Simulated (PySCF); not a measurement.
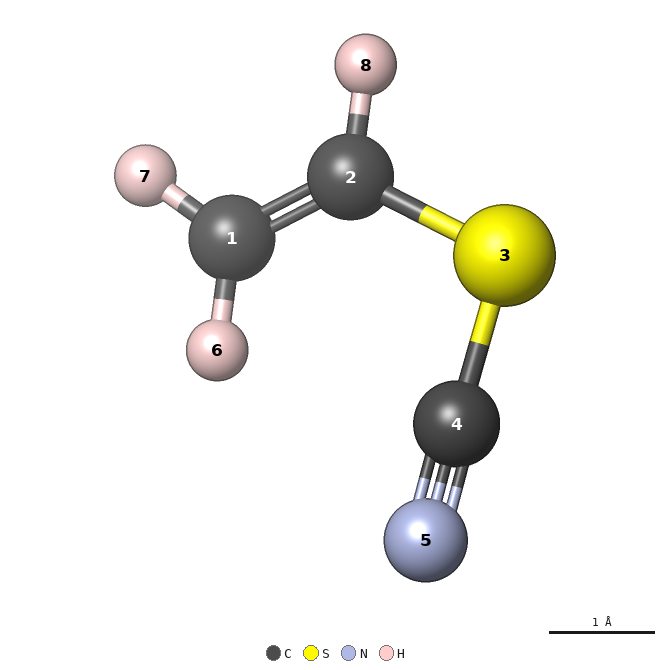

Orthographic view. Atoms fade into the background with distance from the viewer. Computed geometry: PBE0-D3(BJ)/def2-TZVP optimisation. No frequency run is at hand to confirm it as a minimum.

Write the connection table.

C1: C2, H6, H7
C2: C1, S3, H8
S3: C2, C4
C4: S3, N5
N5: C4
H6: C1
H7: C1
H8: C2
